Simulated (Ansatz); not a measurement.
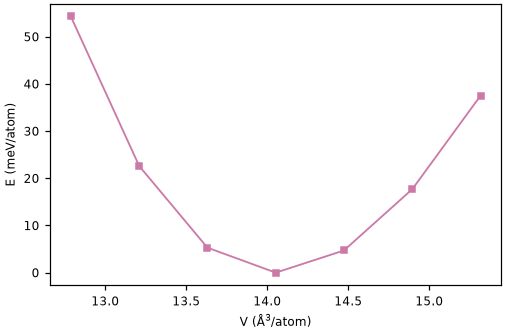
Figure: Cu3Sn in space group Fm-3m (No. 225; Cu on 4b, Cu on 8c, Sn on 4a) under volume change, DFT-r²SCAN in the program Ansatz with PAW potentials, scaled uniformly.

**Question.** What does a third-order Birch–Murnaghan fit give for V₀, B₀ and B′?

**Answer.** V₀ = 14.05 Å³/atom, B₀ = 126 GPa, B′ = 5.2.

The first step of the workflow began from a Materials Project structure, measured or hypothetical; the Crystallography Open Database copy checked does not list it. COD files the formula under space group No. 59, 63. With Cu and Sn taken as one species the cell has the higher symmetry Im-3m, so it may be an ordered model of a mixed-site phase. Whether it is the stable phase at ambient conditions was not checked. The cell was relaxed with r²SCAN under the symmetry of its start; its stability against distortions is not shown here. No spin polarisation was allowed. Spin–orbit coupling is left out wherever it is not named.

Potentials: the later of the program's two PAW sets.
